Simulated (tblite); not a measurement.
## Geometry relaxation of C7H11OPSi (part 2 of 2)

C7H11OPSi; GFN2-xTB geometry optimisation, gas phase (tblite 0.8.0). It belongs to a series of runs on one base structure; here: CH2 inserted into a O-C bond.

Geometry of the input (Å):
```
C  5.7627  -1.1346  0.2179
C  4.6752  -0.6397  -0.0805
C  3.4303  -0.0823  -0.3816
C  2.3295  0.4137  -0.6598
C  1.0295  1.0047  -0.9481
Si -0.3463  -0.0333  -0.2968
P  0.2290  -1.3709  1.3351
O  -1.6614  0.9320  0.2517
C  -2.7793  0.0923  0.1785
C  -3.9531  0.9637  0.6660
H  6.6901  -1.5755  0.4614
H  0.9092  1.1036  -2.0653
H  1.0061  2.0091  -0.4705
H  -0.8621  -0.8377  -1.4301
H  1.2926  -0.7464  2.0974
H  0.5994  -2.6980  0.8603
H  -2.9994  -0.2422  -0.8554
H  -2.6692  -0.8035  0.8481
H  -3.7150  1.4614  1.6370
H  -4.9050  0.4123  0.6747
H  -4.0719  1.7881  -0.0995
```

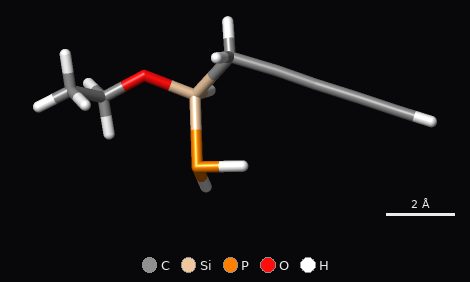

**Figure 1.** The geometry at step 134 of the log (stick view, seen at a tilt).

### Trajectory as extended XYZ, continued
```
21
Properties=species:S:1:pos:R:3:forces:R:3 step=84 energy=-784.20902
C     5.6684   -1.0347    0.1492   -0.0050   0.0100  -0.0050
C     4.5996   -0.5309   -0.0854    0.0030  -0.0010   0.0080
C     3.3791    0.0137   -0.3279   -0.0130   0.0000   0.0060
C     2.3020    0.5170   -0.5426   -0.0200   0.0040  -0.0130
C     0.9799    1.0268   -0.7569   -0.0160  -0.0120   0.0010
Si   -0.3091   -0.3533   -0.4388    0.0100  -0.0100  -0.0240
P     0.0135   -1.4274    1.5140    0.0080  -0.0020  -0.0020
O    -1.7070    0.4619   -0.3878   -0.0050   0.0080  -0.0090
C    -2.9466   -0.0059    0.0733   -0.0030   0.0060   0.0120
C    -3.7505    1.1499    0.6451   -0.0020   0.0130   0.0140
H     6.6021   -1.4665    0.3478    0.0110   0.0000  -0.0040
H     0.8835    1.3850   -1.7824    0.0230   0.0120   0.0000
H     0.7991    1.8737   -0.0913    0.0080  -0.0040   0.0050
H    -0.2937   -1.3099   -1.5583   -0.0030  -0.0100   0.0180
H     1.2205   -0.8191    1.7993   -0.0060   0.0000  -0.0040
H     0.6456   -2.5235    0.9543   -0.0170   0.0010   0.0070
H    -3.4812   -0.4668   -0.7661    0.0270   0.0010   0.0030
H    -2.7829   -0.7728    0.8411   -0.0020  -0.0210  -0.0030
H    -3.2103    1.5996    1.4745   -0.0100  -0.0060  -0.0020
H    -4.7146    0.7937    0.9986    0.0180   0.0040  -0.0090
H    -3.9063    1.9066   -0.1192   -0.0050   0.0060  -0.0010
21
Properties=species:S:1:pos:R:3:forces:R:3 step=100 energy=-784.21085
C     5.6996   -1.0020    0.1313   -0.0040   0.0020  -0.0020
C     4.6133   -0.5256   -0.0783    0.0000   0.0020  -0.0040
C     3.3822    0.0007   -0.3086   -0.0040   0.0060  -0.0060
C     2.3040    0.4983   -0.5309   -0.0120   0.0060   0.0020
C     0.9847    1.0133   -0.7504   -0.0060  -0.0100   0.0010
Si   -0.3150   -0.3609   -0.4497    0.0150   0.0140  -0.0070
P    -0.0353   -1.4088    1.5237    0.0080  -0.0040   0.0040
O    -1.7092    0.4627   -0.4175   -0.0010   0.0020  -0.0020
C    -2.9452   -0.0001    0.0580    0.0000  -0.0050  -0.0050
C    -3.7379    1.1537    0.6493    0.0050  -0.0040   0.0030
H     6.6465   -1.4142    0.3089    0.0040   0.0000   0.0040
H     0.9033    1.3853   -1.7727   -0.0020  -0.0050   0.0120
H     0.8028    1.8542   -0.0763    0.0060  -0.0150  -0.0070
H    -0.2942   -1.3337   -1.5546    0.0030   0.0070   0.0100
H     1.1933   -0.8419    1.7993    0.0040  -0.0060  -0.0040
H     0.5517   -2.5419    0.9896   -0.0090   0.0020   0.0060
H    -3.4902   -0.4525   -0.7786   -0.0020  -0.0020  -0.0070
H    -2.7759   -0.7761    0.8162   -0.0030   0.0010   0.0060
H    -3.1769    1.6096    1.4608    0.0020  -0.0040   0.0020
H    -4.6868    0.7904    1.0336   -0.0040   0.0060  -0.0080
H    -3.9237    1.9063   -0.1124    0.0010   0.0070   0.0030
21
Properties=species:S:1:pos:R:3:forces:R:3 step=117 energy=-784.21491
C     5.7530   -0.9096    0.0900   -0.0290  -0.0070   0.0020
C     4.6457   -0.4815   -0.1170    0.0190  -0.0230   0.0060
C     3.3943    0.0024   -0.3334    0.0270   0.0160  -0.0030
C     2.3010    0.4748   -0.5358    0.0350   0.0030   0.0260
C     0.9755    0.9840   -0.7193    0.0080   0.0110   0.0010
Si   -0.3217   -0.3874   -0.4256    0.0090   0.0270  -0.0570
P    -0.0934   -1.3365    1.5998    0.0620  -0.0510  -0.0070
O    -1.7170    0.4324   -0.4874   -0.0200  -0.0460   0.0100
C    -2.9563   -0.0020    0.0057    0.0160  -0.0020  -0.0040
C    -3.6878    1.1662    0.6455    0.0040  -0.0180   0.0020
H     6.7139   -1.2888    0.2707   -0.0230   0.0190  -0.0140
H     0.8739    1.3846   -1.7278   -0.0110   0.0010  -0.0160
H     0.8037    1.8034   -0.0175    0.0100   0.0240  -0.0020
H    -0.2608   -1.3908   -1.4983    0.0100  -0.0260  -0.0190
H     1.2338   -0.9778    1.7513   -0.0410  -0.0290  -0.0030
H     0.2445   -2.5919    1.1144   -0.0220   0.0560   0.0470
H    -3.5329   -0.4223   -0.8284    0.0150   0.0460   0.0370
H    -2.7931   -0.7964    0.7468   -0.0290  -0.0080  -0.0080
H    -3.0924    1.5591    1.4661   -0.0310   0.0010   0.0010
H    -4.6508    0.8379    1.0240   -0.0180  -0.0020   0.0230
H    -3.8421    1.9569   -0.0831    0.0090   0.0090  -0.0240
21
Properties=species:S:1:pos:R:3:forces:R:3 step=134 energy=-784.22205
C     5.8132   -0.8168    0.0403   -0.0170   0.0230  -0.0120
C     4.6926   -0.4202   -0.1562    0.0110  -0.0230   0.0100
C     3.4248    0.0260   -0.3536   -0.0290   0.0280  -0.0060
C     2.3161    0.4710   -0.5351    0.0140  -0.0010   0.0180
C     0.9803    0.9621   -0.6964   -0.0230  -0.0030   0.0080
Si   -0.3103   -0.4193   -0.4040    0.0000   0.0080  -0.0480
P    -0.1279   -1.2485    1.6765    0.0220  -0.0270   0.0300
O    -1.7184    0.3692   -0.5443   -0.0040  -0.0060   0.0100
C    -2.9732   -0.0066   -0.0432    0.0010  -0.0090  -0.0100
C    -3.6370    1.1749    0.6468    0.0100  -0.0180   0.0090
H     6.7949   -1.1451    0.2026    0.0000  -0.0190  -0.0020
H     0.8565    1.3730   -1.6992    0.0090  -0.0130  -0.0010
H     0.8115    1.7740    0.0154    0.0020   0.0150  -0.0010
H    -0.1898   -1.4564   -1.4422   -0.0060   0.0020   0.0050
H     1.2534   -1.2266    1.6896   -0.0240  -0.0150   0.0060
H    -0.1659   -2.5870    1.3158    0.0000   0.0470  -0.0060
H    -3.5841   -0.3539   -0.8847    0.0050   0.0050  -0.0020
H    -2.8581   -0.8383    0.6645    0.0270   0.0000   0.0070
H    -3.0307    1.4968    1.4900    0.0010  -0.0050  -0.0060
H    -4.6206    0.8844    1.0064    0.0090   0.0240  -0.0120
H    -3.7362    2.0045   -0.0485   -0.0100  -0.0110   0.0040
21
Properties=species:S:1:pos:R:3:forces:R:3 step=150 energy=-784.22484
C     5.8265   -0.7775    0.0039    0.0050  -0.0100   0.0020
C     4.7000   -0.3813   -0.1549   -0.0090   0.0050   0.0000
C     3.4306    0.0694   -0.3319   -0.0030  -0.0060  -0.0010
C     2.3135    0.4971   -0.5003    0.0060  -0.0030  -0.0060
C     0.9724    0.9665   -0.6795   -0.0040   0.0090  -0.0040
Si   -0.3013   -0.4308   -0.3985   -0.0030   0.0190   0.0130
P    -0.1504   -1.2110    1.7050   -0.0160   0.0160   0.0100
O    -1.7185    0.3299   -0.5909   -0.0020  -0.0190   0.0010
C    -2.9700   -0.0234   -0.0660    0.0060   0.0060  -0.0030
C    -3.5905    1.1706    0.6426    0.0000  -0.0070   0.0060
H     6.8060   -1.1244    0.1403   -0.0050   0.0020   0.0010
H     0.8578    1.3617   -1.6899    0.0000   0.0040   0.0020
H     0.7812    1.7850    0.0194    0.0020   0.0000  -0.0040
H    -0.1492   -1.4897   -1.4083    0.0060  -0.0010  -0.0170
H     1.2214   -1.3595    1.6838    0.0020  -0.0020  -0.0020
H    -0.3637   -2.5392    1.3782    0.0010  -0.0080  -0.0010
H    -3.6042   -0.3521   -0.8976    0.0050   0.0010   0.0050
H    -2.8561   -0.8602    0.6361    0.0040   0.0070  -0.0010
H    -2.9559    1.4730    1.4716    0.0050   0.0030   0.0040
H    -4.5728    0.9076    1.0247   -0.0020  -0.0020  -0.0070
H    -3.6857    2.0052   -0.0475    0.0020  -0.0130   0.0020
21
Properties=species:S:1:pos:R:3:forces:R:3 step=167 energy=-784.22581
C     5.8011   -0.8003    0.0076    0.0040  -0.0020   0.0030
C     4.6801   -0.3880   -0.1488    0.0000   0.0020  -0.0030
C     3.4154    0.0749   -0.3262    0.0020   0.0020  -0.0040
C     2.3060    0.5198   -0.5002    0.0000  -0.0020  -0.0020
C     0.9653    0.9903   -0.6802   -0.0010   0.0010   0.0010
Si   -0.2945   -0.4217   -0.4089   -0.0010   0.0040   0.0020
P    -0.1665   -1.2015    1.6964    0.0010  -0.0010  -0.0020
O    -1.7266    0.3046   -0.6197   -0.0010   0.0020  -0.0020
C    -2.9638   -0.0413   -0.0587    0.0040  -0.0040  -0.0040
C    -3.5711    1.1632    0.6427    0.0020  -0.0020  -0.0040
H     6.7776   -1.1558    0.1421    0.0000  -0.0040   0.0040
H     0.8509    1.3879   -1.6896    0.0010   0.0030   0.0030
H     0.7707    1.8058    0.0208    0.0010   0.0000   0.0010
H    -0.1085   -1.4730   -1.4215   -0.0030  -0.0040  -0.0040
H     1.2071   -1.3368    1.6973   -0.0010   0.0020  -0.0010
H    -0.3597   -2.5320    1.3630   -0.0010   0.0070   0.0040
H    -3.6158   -0.3865   -0.8691   -0.0020   0.0010  -0.0040
H    -2.8305   -0.8652    0.6550    0.0010  -0.0020   0.0060
H    -2.9269    1.4734    1.4615   -0.0010  -0.0020   0.0030
H    -4.5519    0.9106    1.0353    0.0020  -0.0020   0.0030
H    -3.6674    1.9884   -0.0581   -0.0040   0.0010   0.0010
```

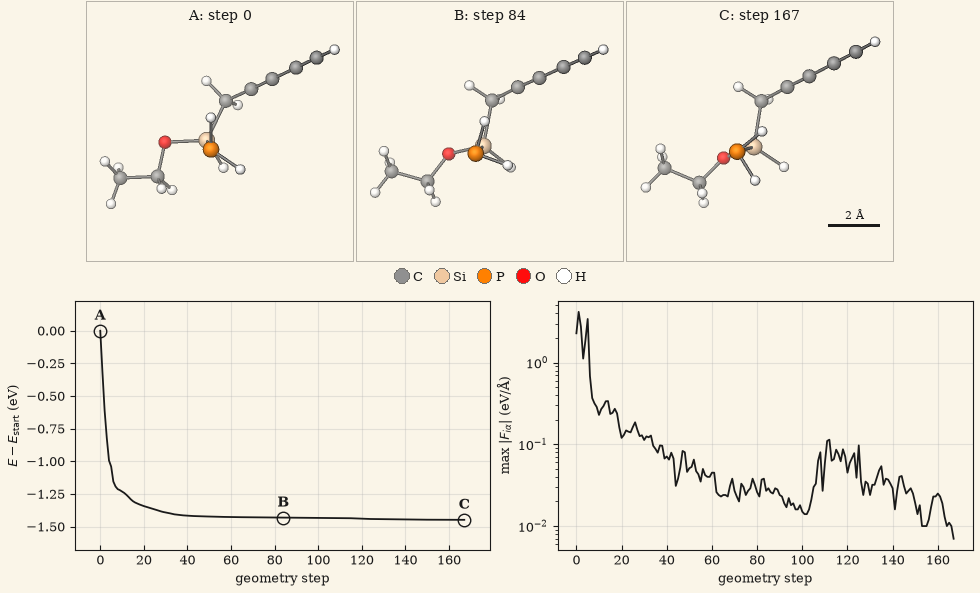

**Figure 2.** Frames of the relaxation (ball-and-stick view, seen at a tilt) above the curves, on which the letters mark them (steps are counted from 0).

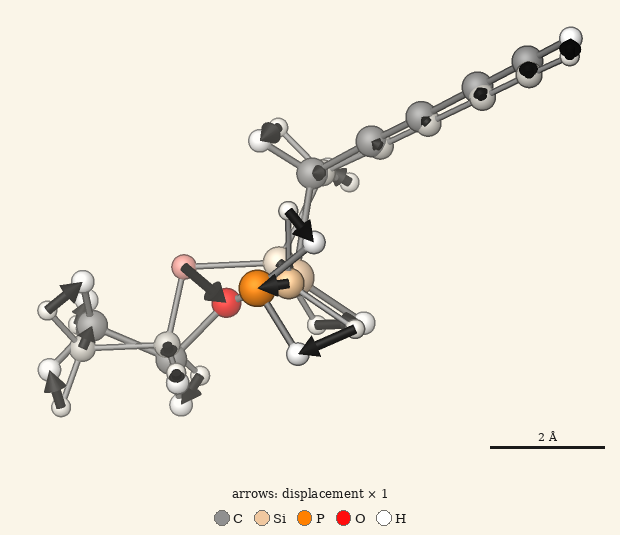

**Figure 3.** Start (faint) and end (solid) with the displacements as black arrows, at true length (ball-and-stick view, seen at a tilt). The two geometries are laid on each other by the best rigid fit. Over 167 geometry steps the energy falls by 1.448 eV. The largest force component goes from 2.3 to 0.007 eV/Å. The largest move after the best rigid fit is that of H16, 1.10 Å. By element the largest moves are H 1.10 Å, O 1.08 Å, P 0.57 Å, C 0.43 Å, Si 0.41 Å. Among the contacts that change: Si6–O8 1.721 → 1.620 Å, P7–H16 1.457 → 1.385 Å, P7–H15 1.450 → 1.380 Å, C5–Si6 1.842 → 1.912 Å. Among the angles that change: Si6–O8–C9 104.9° → 128.1°, H15–P7–H16 112.2° → 92.6°, Si6–P7–H16 112.4° → 95.7°. (Atoms are counted from 1 in the order of the input.)

### Key numbers

```json
{"quantity": "outcome", "value": "converged"}
{"quantity": "total energy", "value": "−784.2258 eV"}
{"quantity": "hardware", "value": "1 CPU thread, shared host"}
{"quantity": "wall time", "value": "1.6 s"}
{"quantity": "peak memory", "value": "0.19 GiB"}
```
